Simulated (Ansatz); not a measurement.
**CH$_{9}$AsSi: nudged elastic band**

CH$_{9}$AsSi, computed with RKS PBE0-D4/def2-SVP (Ansatz 0.2.0).

The run did not end well.

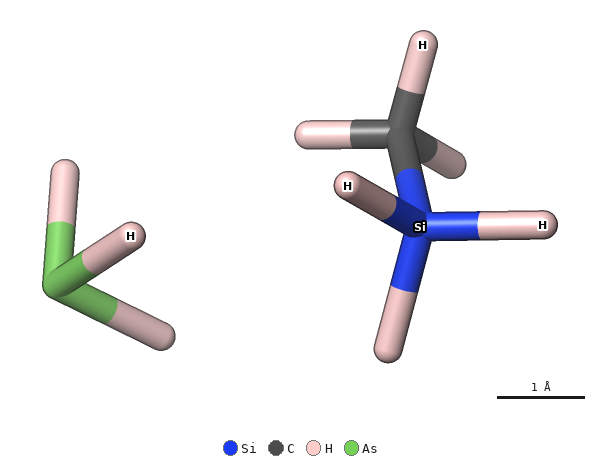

Fig. 1: The input geometry (stick view, seen at an oblique angle).

Outcome:

- outcome: stopped at the time limit
- barrier, forward (band not converged): 3.937 eV
- barrier, backward: 4.311 eV
- hardware: 4 threads of Intel Xeon @ 2.50GHz, 180 GiB of memory available, shared host
- wall time: 2.5 min (CPU time 8.4 min)
- peak memory: 0.51 GiB

What went wrong:

This input holds a deliberate fault: end atoms swapped. The run was cut off by its time limit, so the output is incomplete.

Input:
```yaml
crystal:
  periodic: [false, false, false]
  atoms:
    - {symbol: Si, position_ang: [-1.457098, 0.566395, 0.133196]}
    - {symbol: C, position_ang: [0.168041, 1.489886, 0.183893]}
    - {symbol: H, position_ang: [-1.666290, -0.064512, -1.198605]}
    - {symbol: H, position_ang: [-1.491068, -0.506567, 1.163896]}
    - {symbol: H, position_ang: [-2.594633, 1.491490, 0.390063]}
    - {symbol: H, position_ang: [0.369420, -1.961699, -1.098465]}
    - {symbol: As, position_ang: [1.518596, -2.623727, -0.352593]}
    - {symbol: H, position_ang: [0.322107, 1.949102, 1.162869]}
    - {symbol: H, position_ang: [1.002266, 0.812503, -0.010531]}
    - {symbol: H, position_ang: [0.187213, 2.280821, -0.569126]}
    - {symbol: H, position_ang: [1.155495, -1.916358, 0.944730]}
    - {symbol: H, position_ang: [2.486149, -1.517332, -0.749227]}
basis:
  gaussian: {orbitals: def2-SVP}
hamiltonian: {xc: pbe0, dispersion: d4}
neb:
  images: 5
  climbing: true
  max_iterations: 30
  initial_path: idpp
  final_atoms:
    - {symbol: Si, position_ang: [-1.737095, -1.154676, -0.316979]}
    - {symbol: C, position_ang: [1.256838, 1.893025, 0.415993]}
    - {symbol: H, position_ang: [-2.434199, -1.292187, -1.622404]}
    - {symbol: H, position_ang: [0.798603, -1.776503, 0.857157]}
    - {symbol: H, position_ang: [-1.517585, 0.286068, -0.032033]}
    - {symbol: H, position_ang: [1.564695, 0.857405, 0.273960]}
    - {symbol: As, position_ang: [0.262067, -2.414974, -0.416881]}
    - {symbol: H, position_ang: [0.600217, 1.959895, 1.283118]}
    - {symbol: H, position_ang: [2.136174, 2.516633, 0.575790]}
    - {symbol: H, position_ang: [0.722564, 2.236522, -0.469479]}
    - {symbol: H, position_ang: [-2.595436, -1.736232, 0.747896]}
    - {symbol: H, position_ang: [0.943355, -1.374975, -1.296039]}
```

Launch command:
```bash
ansatz run in.yaml --threads 4 --pin off --events-out ev --progress --plain --max-ram 9574MiB
```

The program's output:
```
Functional definition: PBE0
  name "PBE0"
  cite "Adamo & Barone, J. Chem. Phys. 110, 6158 (1999) doi:10.1063/1.478522"
  cite "Perdew, Burke & Ernzerhof, Phys. Rev. Lett. 77, 3865 (1996) doi:10.1103/PhysRevLett.77.3865"
  parent pbe
  parameter a = 0.25
  parameter kappa = 0.804
  parameter beta = 0.06672455060314922
  exchange = (1 - a)*pbe_x(kappa = kappa, mu = beta*pi^2/3) + a*exact_x
  correlation = pbe_c(beta = beta)
1172 factors; integrals over basis functions are off by at most 3.1e-4 eV
mean field evaluation 1: about -69875.4366 eV, gradient 3.9e1 eV
mean field evaluation 2: about -69874.3689 eV, gradient 4.2e1 eV
mean field evaluation 4: about -69879.1530 eV, gradient 3.4e-1 eV
mean field evaluation 8: about -69879.1593 eV, gradient 3.0e-2 eV
mean field -69879.15929695 eV, -2568.0117383674 hartree, gradient 3.8e-5 eV, S^2 0.000000; 0 other end points of the search recorded, 0 dependent functions left out
the calculation of the forces begins
reference -69879.15932598 eV, -2568.0117394342 hartree; 31, 31 occupied and 78, 78 virtual orbitals, 1172 factors
1167 factors; integrals over basis functions are off by at most 1.3e-3 eV
mean field evaluation 16: about -69875.7180 eV, gradient 3.8e1 eV
mean field -69879.53920769 eV, -2568.0256998296 hartree, gradient 2.7e-5 eV, S^2 0.000000; 0 other end points of the search recorded, 0 dependent functions left out
[... from here on the field's lines of each further geometry are left out, up to the last ...]
WARN: NEB end point (image 0): max|allowed force component| = 2.614e-1 eV/Å (the criterion of neb.relax_end_points is 1.000e-2). That is over neb.f_tol: it is no minimum, so the barrier can be far off. Relax it first
WARN: NEB end point (image 6): max|allowed force component| = 2.564e-1 eV/Å (the criterion of neb.relax_end_points is 1.000e-2). That is over neb.f_tol: it is no minimum, so the barrier can be far off. Relax it first
NEB iter   1: max|band force component| = 4.518e0 eV/Å  barrier→ = 12.3558 eV  barrier← = 12.7294 eV  Δτ_max = 0.2000 Å  (186 SCF iters)
NEB iter   2: max|band force component| = 3.187e0 eV/Å  barrier→ = 10.0257 eV  barrier← = 10.3993 eV  Δτ_max = 0.2000 Å  (151 SCF iters)
NEB iter   3: max|band force component| = 6.529e0 eV/Å  barrier→ = 8.1467 eV  barrier← = 8.5203 eV  Δτ_max = 0.1017 Å  (146 SCF iters)
NEB iter   4: max|band force component| = 2.264e0 eV/Å  barrier→ = 7.4113 eV  barrier← = 7.7849 eV  Δτ_max = 0.2000 Å  (137 SCF iters)
NEB iter   5: max|band force component| = 2.903e0 eV/Å  barrier→ = 5.9995 eV  barrier← = 6.3731 eV  Δτ_max = 0.1002 Å  (137 SCF iters)
NEB iter   6: max|band force component| = 1.617e0 eV/Å  barrier→ = 5.4821 eV  barrier← = 5.8557 eV  Δτ_max = 0.2000 Å  (126 SCF iters)
NEB iter   7: max|band force component| = 1.537e0 eV/Å  barrier→ = 4.5373 eV  barrier← = 4.9109 eV  Δτ_max = 0.2000 Å  (128 SCF iters)
NEB iter   8: max|band force component| = 1.375e0 eV/Å  barrier→ = 4.2823 eV  barrier← = 4.6559 eV  Δτ_max = 0.1979 Å  (122 SCF iters)
NEB iter   9: max|band force component| = 2.372e0 eV/Å  barrier→ = 3.9370 eV  barrier← = 4.3106 eV  Δτ_max = 0.0999 Å  (120 SCF iters)
```

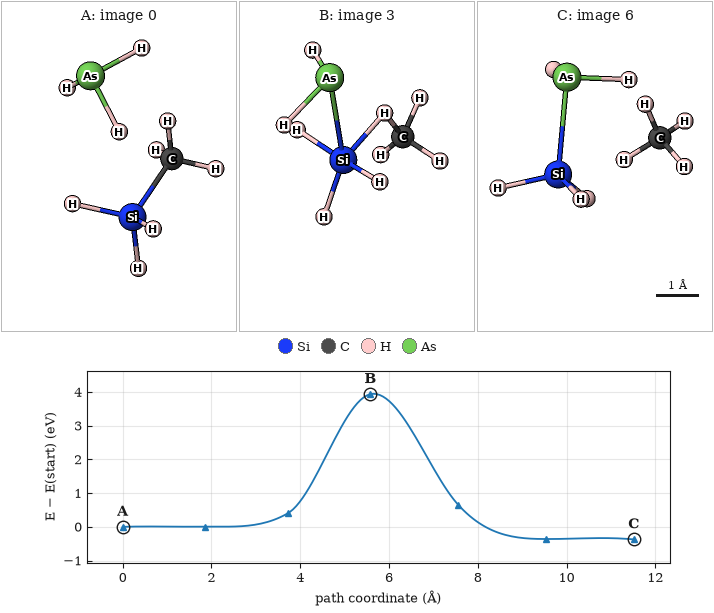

Fig. 2: Images of the last band (counted from 0; ball-and-stick, seen at a tilt) above the energy along the path; the line is a cubic interpolation that uses the forces. The highest image is number 3, 3.937 eV above the start and 4.311 eV above the end; the end lies 0.374 eV below the start. The path is 11.51 Å long. The band had not converged after 9 iterations. The end points carry forces over 0.1 eV/Å, so they aren't fully relaxed minima and the barriers are approximate.

```
the calculation of the forces begins
reference -69878.76820411 eV, -2567.9973659708 hartree; 31, 31 occupied and 78, 78 virtual orbitals, 1172 factors
these checks for a lower state are left out or cut short: starts, cluster_reference, orbital_swaps, neighbouring_geometries, increment
1172 factors; integrals over basis functions are off by at most 1.0e-3 eV
mean field -69875.63269529 eV, -2567.8821381468 hartree, gradient 2.2e-5 eV, S^2 0.000000; 0 other end points of the search recorded, 0 dependent functions left out
the calculation of the forces begins
reference -69875.63272330 eV, -2567.8821391762 hartree; 31, 31 occupied and 78, 78 virtual orbitals, 1172 factors
these checks for a lower state are left out or cut short: starts, cluster_reference, orbital_swaps, neighbouring_geometries, increment
Error: SIGTERM received: run cancelled behind 392 evaluations of the mean field
```

The last band as extended XYZ (Å, eV, eV/Å):
```
12
Properties=species:S:1:pos:R:3:forces:R:3 image=0 energy=-69879.33051
Si   -1.4571    0.5664    0.1332   -0.0095  -0.0097  -0.0010
C     0.1680    1.4899    0.1839   -0.1159  -0.0662  -0.0049
H    -1.6663   -0.0645   -1.1986   -0.0251  -0.0635  -0.1323
H    -1.4911   -0.5066    1.1639   -0.0066  -0.1088   0.1027
H    -2.5946    1.4915    0.3901   -0.1132   0.0883   0.0253
H     0.3694   -1.9617   -1.0985   -0.0454   0.0182  -0.0301
As    1.5186   -2.6237   -0.3526    0.0160  -0.0684  -0.0030
H     0.3221    1.9491    1.1629    0.0429   0.1230   0.2614
H     1.0023    0.8125   -0.0105    0.2250  -0.1806  -0.0513
H     0.1872    2.2808   -0.5691    0.0074   0.2116  -0.2014
H     1.1555   -1.9164    0.9447   -0.0140   0.0190   0.0499
H     2.4861   -1.5173   -0.7492    0.0384   0.0371  -0.0153
12
Properties=species:S:1:pos:R:3:forces:R:3 image=1 energy=-69879.32543
Si   -1.3286    0.4697    0.3561    0.0065   0.0361   0.0065
C     0.0972    1.6204   -0.0690   -0.0236  -0.0316  -0.0727
H    -1.6312   -0.4309   -0.7992   -0.0160  -0.0046   0.0073
H    -1.0048   -0.3834    1.5409   -0.0041   0.0105   0.0140
H    -2.5653    1.2507    0.6699   -0.0026   0.0155   0.0006
H     0.8337   -1.4338   -1.3328   -0.0004  -0.0048  -0.0149
As    1.4155   -2.6020   -0.5467    0.0356  -0.0174  -0.0039
H     0.2953    2.3452    0.7344   -0.0137  -0.0234   0.0342
H     1.0170    1.0440   -0.2521    0.0016   0.0089   0.0137
H    -0.1378    2.1839   -0.9857    0.0146   0.0109   0.0139
H     0.4955   -2.3374    0.6376   -0.0146  -0.0030   0.0039
H     2.5138   -1.7264    0.0467    0.0168   0.0029  -0.0026
12
Properties=species:S:1:pos:R:3:forces:R:3 image=2 energy=-69878.92801
Si   -0.9842    0.2585    0.3577   -0.0138   0.3383   0.0528
C     0.1214    1.6180   -0.3659   -0.4595  -0.0851   0.1408
H    -1.5014   -0.6565   -0.7064   -0.0338  -0.0331   0.1446
H    -0.2198   -0.4243    1.4460   -0.2028  -0.0056  -0.0251
H    -2.1904    0.8305    1.0106   -0.1804   0.3044   0.0397
H     0.7551   -0.8128   -0.8099    0.1308  -0.5974  -0.1418
As    1.1026   -2.2852   -0.5150    0.2988   0.0452  -0.1190
H     0.1472    2.4109    0.3929    0.1915   0.1795   0.0019
H     1.1447    1.2831   -0.5832   -0.0052   0.0208   0.0481
H    -0.3184    2.0357   -1.2818    0.0013   0.0470  -0.0537
H    -0.0637   -2.4760    0.4528    0.1608  -0.0177  -0.1667
H     2.0073   -1.7819    0.6023    0.1123  -0.1964   0.0783
12
Properties=species:S:1:pos:R:3:forces:R:3 image=3 energy=-69875.39353
Si   -0.7252   -0.3102    0.2400   -1.5621  -1.5597   1.4775
C     0.2610    1.4092   -0.5400    0.6332   2.3683  -0.3203
H    -1.5431   -0.8262   -0.9795    0.2403   0.8037   0.0404
H     0.1729   -0.2841    1.4938   -0.2593   0.6958  -0.1308
H    -1.9246    0.2514    0.9755   -0.2462   0.2637   0.0240
H     0.5421    0.2770   -0.5609    0.9861   0.4519  -0.5141
As    0.7770   -2.1995   -0.2138    0.0184  -0.3154  -0.4686
H     0.0952    2.1023    0.3523   -0.1669  -1.4255  -0.7106
H     1.2961    1.7133   -0.8319   -0.2252  -0.4165   0.0872
H    -0.3502    1.7219   -1.3998   -0.1608  -0.2465   0.1503
H    -0.3819   -2.4632    0.8419    0.8412  -0.0213  -0.0694
H     1.7809   -1.3918    0.6225   -0.0987  -0.5985   0.4344
12
Properties=species:S:1:pos:R:3:forces:R:3 image=4 energy=-69878.67596
Si   -1.0639   -1.0364    0.1799   -0.2679  -0.5441  -0.0801
C     0.3635    1.5977   -0.6725    0.1307   0.0470  -0.0948
H    -1.6010   -0.9949   -1.2003   -0.1123  -0.1079  -0.1887
H     0.6068   -0.9136    1.7096    0.4386  -0.6688   0.3290
H    -1.6360    0.1168    0.9466    0.2758  -0.0694  -0.0207
H     0.4863    0.5127   -0.5550    0.0348   0.1999  -0.0583
As    1.0575   -1.9043    0.5882    0.2058   0.2603   0.7206
H     0.0458    2.0396    0.2791   -0.0362   0.0442  -0.0167
H     1.3479    1.9810   -0.9534    0.1099   0.2185  -0.0866
H    -0.3645    1.7983   -1.4662   -0.0543   0.1026  -0.0098
H    -1.3369   -2.3168    0.9086   -1.0436   0.0446  -0.0091
H     2.0948   -0.8802    0.2355    0.3186   0.4730  -0.4848
12
Properties=species:S:1:pos:R:3:forces:R:3 image=5 energy=-69879.69245
Si   -1.1918   -1.5532    0.2862    0.0609   0.0727  -0.0909
C     0.4770    2.0327   -0.6463   -0.0191  -0.0934   0.1069
H    -1.3950   -1.7991   -1.1741   -0.0264  -0.0125   0.0097
H     1.1494   -1.0499    1.9052   -0.0047  -0.0222   0.0202
H    -1.5472   -0.1368    0.5965   -0.0208  -0.0011   0.0024
H     0.6483    0.9593   -0.8095    0.0045   0.0604  -0.0514
As    1.0774   -2.0733    0.7771    0.0039  -0.0563   0.0586
H     0.1297    2.1752    0.3869    0.0070   0.0393  -0.0374
H     1.4164    2.5797   -0.7972   -0.0009   0.0212  -0.0226
H    -0.2880    2.3955   -1.3447    0.0108   0.0116  -0.0125
H    -2.0966   -2.4582    1.0569    0.0508  -0.0167   0.0249
H     1.6206   -1.0719   -0.2370   -0.0660  -0.0030  -0.0077
12
Properties=species:S:1:pos:R:3:forces:R:3 image=6 energy=-69879.70412
Si   -1.2243   -1.7104   -0.1636    0.0675  -0.0153   0.0059
C     0.5205    2.2474    0.1194    0.0025  -0.0006   0.0008
H    -1.7218   -2.2744   -1.4456   -0.0498  -0.0557  -0.1271
H     1.2635   -1.2461    1.1744    0.0080   0.0295   0.0431
H    -1.5182   -0.2554   -0.1256   -0.0280   0.1537   0.0041
H     1.1641    1.3694    0.1676    0.1724  -0.2372   0.0130
As    1.0796   -2.2156    0.0146    0.0595  -0.0731   0.0010
H    -0.1934    2.2187    0.9422   -0.1933  -0.0082   0.2221
H     1.1274    3.1495    0.1948    0.1631   0.2405   0.0202
H    -0.0189    2.2493   -0.8274   -0.1466   0.0001  -0.2564
H    -1.9307   -2.3793    0.9600   -0.0713  -0.0664   0.1115
H     1.4523   -1.1532   -1.0106    0.0159   0.0327  -0.0382
```
